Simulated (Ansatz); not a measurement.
## Electronic structure of H$_{3}$Si···HCl (doublet) in real space

```xyz
6

Si    0.0003    0.0000   -0.2929
H    -0.0001    0.0000    2.3669
H     1.4397    0.0000   -0.7179
H    -0.7193    1.2465   -0.7181
H    -0.7193   -1.2465   -0.7181
Cl    0.0000    0.0000    3.7115
```

Not at a stationary point (largest force 0.8 eV/Å).

Computed with Ansatz, UKS revPBE/def2-SVP.

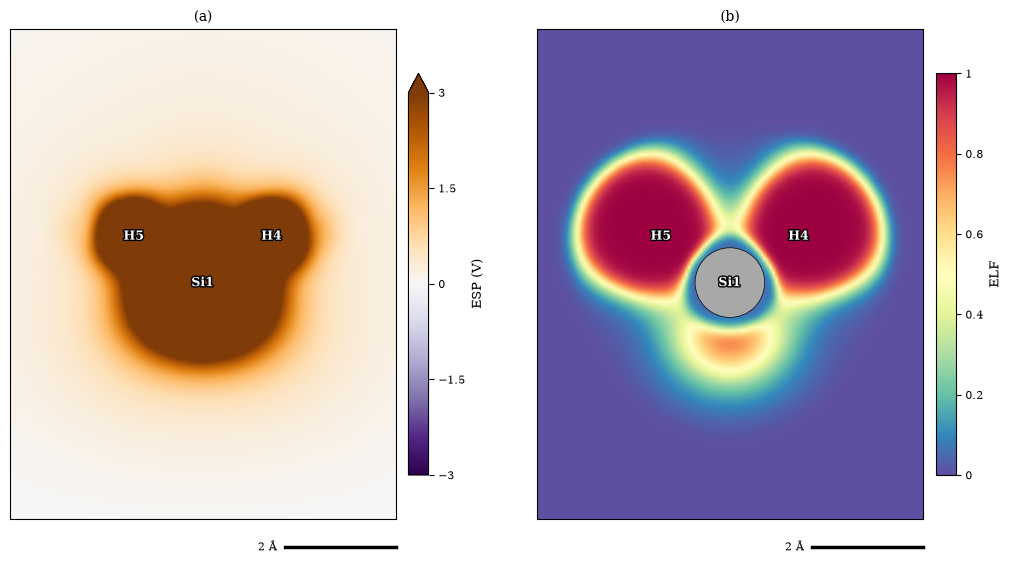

Figure 1. (a) electrostatic potential; (b) ELF on the plane of atoms H4, Si1 and H5. Grey discs cover the atomic cores in the ELF map.

Describe what can be read from this map.

Answer. The section cuts through Si and H sites. Si–H (1.50 Å): the ELF climbs to about 1 towards the hydrogen, as it does in any bond to H. The potential has no marked negative region in this plane.

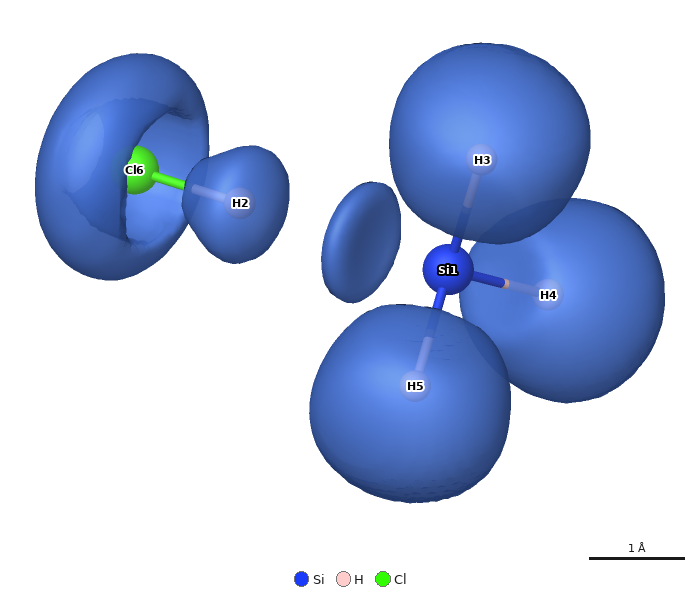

Figure 2. Isosurface of the electron localisation function at 0.85 (blue), seen at a tilt. Only the valence region is drawn (cores and ρ < 0.01 e/Å³ removed).

Describe the localisation domains.

Answer. The surface consists of four regions around hydrogen nuclei, one lobe on Si, pointing away from the bonds (non-bonding electrons) and one region wrapped around Cl (its lone pairs, merged into a ring or cap). Along the contacts the grid gives the following. Si1···H2 (2.66 Å): the ELF climbs to about 1 towards the hydrogen. Cl–H (1.34 Å): the ELF climbs to about 1 towards the hydrogen.

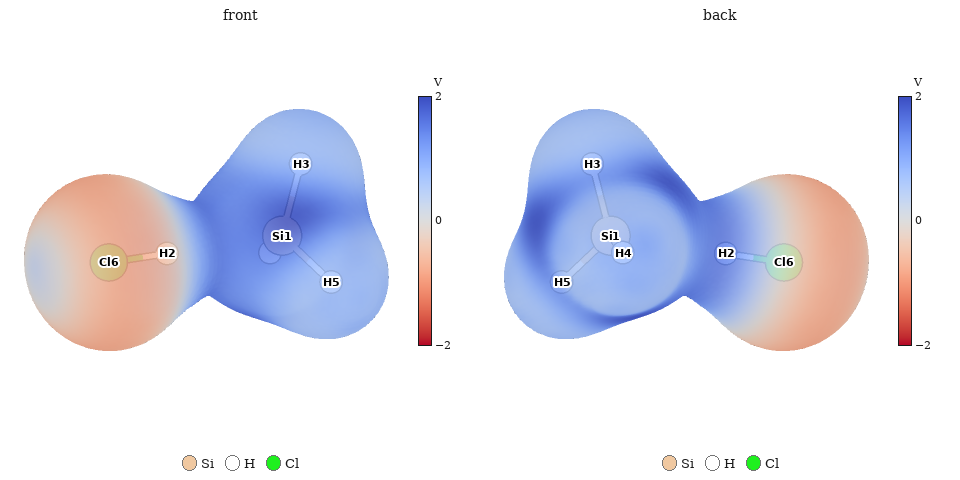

Figure 3. The molecular electrostatic potential painted on the density surface at 0.004 e/bohr³, seen from the front and from behind; red is negative and blue positive.

Describe the electrostatic potential map.

Answer. The most negative region (about −0.8 V) lies over Cl6, the most positive (about +1.9 V) over Si1. Cl6 shows a σ-hole: about +0.3 V at the tip opposite its bond, against about −0.8 V on its flanks.

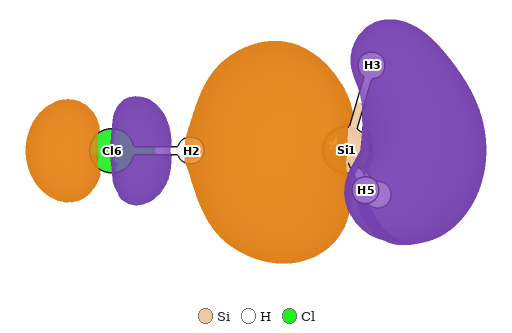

Figure 4. One frontier orbital at ±0.06 Å⁻³ᐟ² (orange and purple are the two phases), seen across its widest extent.

Which orbital is it: HOMO (β) or LUMO (β)?

Answer. The LUMO (β), at −4.08 eV. By Hirshfeld shares it lies mainly on Si1 (about 70 %), H2 (about 10 %) and Cl6 (about 5 %).
